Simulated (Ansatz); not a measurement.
Consider Al2Cl4F2.

Input

```
crystal:
  periodic: [false, false, false]
  atoms:
    - {symbol: Al, position_ang: [-1.096165, 1.910590, -1.717099]}
    - {symbol: Al, position_ang: [1.121773, 0.134818, -2.570903]}
    - {symbol: Cl, position_ang: [-2.495474, 2.561588, -3.099270]}
    - {symbol: Cl, position_ang: [-0.922041, -0.357757, -1.656832]}
    - {symbol: Cl, position_ang: [1.181865, -0.429839, -4.569618]}
    - {symbol: Cl, position_ang: [2.648292, -0.235278, -1.211940]}
    - {symbol: F, position_ang: [-0.988962, 2.508257, -0.182386]}
    - {symbol: F, position_ang: [0.566523, 1.860585, -2.434196]}
basis:
  gaussian:
    orbitals: def2-SVPD
hamiltonian:
  xc: pbe0
output:
  forces: true
  orbitals: {seedname: orbitals}
```

Run with:

```sh
ansatz run input.yaml --threads 2 --pin off --max-ram 6090MiB --events-out events.jsonl --progress --plain --runs-dir runs
```

Geometry: PBE0-D4/def2-SVP.

The calculation used isolated molecule in a Gaussian basis; Kohn-Sham density functional theory, functional PBE0 in Ansatz.

**What can the converged electron density and electron localisation function tell about the bonding?**

Al–F (1.81 Å): ρ at the midpoint is about 0.54 e/Å³; the ELF peaks at about 0.85 in the valence shell of F, 0.6 Å from its nucleus, and is about 0.25 at the midpoint.
Al–Cl (2.28 Å): the density is about 0.51 e/Å³ at the midpoint; the ELF peaks at about 0.90 in the valence shell of Cl, 1.0 Å from its nucleus, and is about 0.80 at the midpoint.

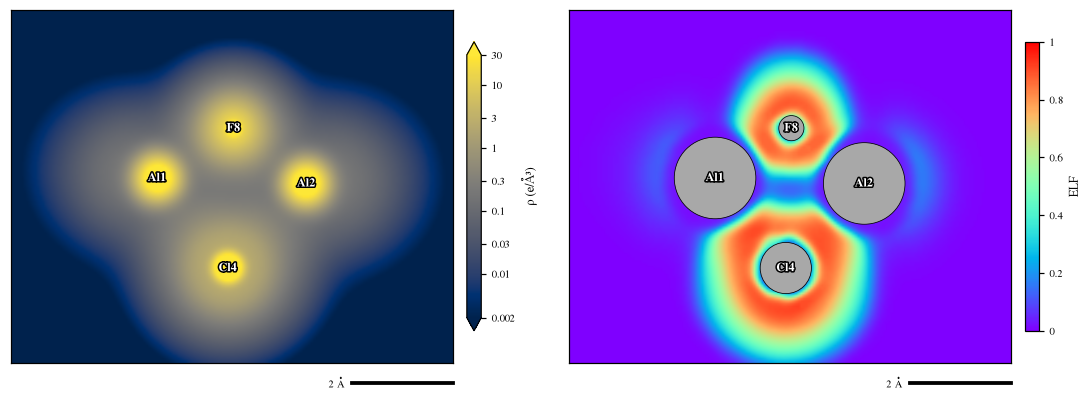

Computed electron density and electron localisation function on the plane of atoms Al1, F8 and Al2, in this order. Grey discs cover the atomic cores in the ELF map. 
